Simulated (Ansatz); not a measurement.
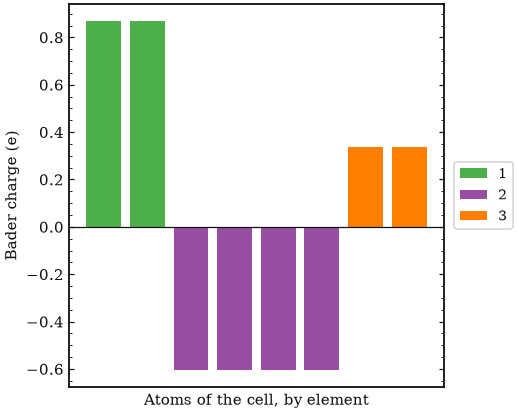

Bader charges of the atoms (positive: electrons lost).

System: NaAuS2, space group Cmcm, 8 atoms in the cell.

Computed with Ansatz 0.2.0: DFT with m-r2SCAN, PAW plane waves, no spin polarisation, 6×6×4 k mesh, 500 eV cutoff.

> Which number is which element?

1 is Na; 2 is S; 3 is Au. The Bader charges are Na +0.87 e, Au +0.34 e and S −0.60 e.

The structure was built from a prototype or by substitution, so it need not be a known phase. The atoms aren't at rest in this cell (largest force 8.0 eV/Å), so the relaxed material can differ. The cell is at 20 GPa in this functional. Spin-orbit coupling is left out, which matters for Au.
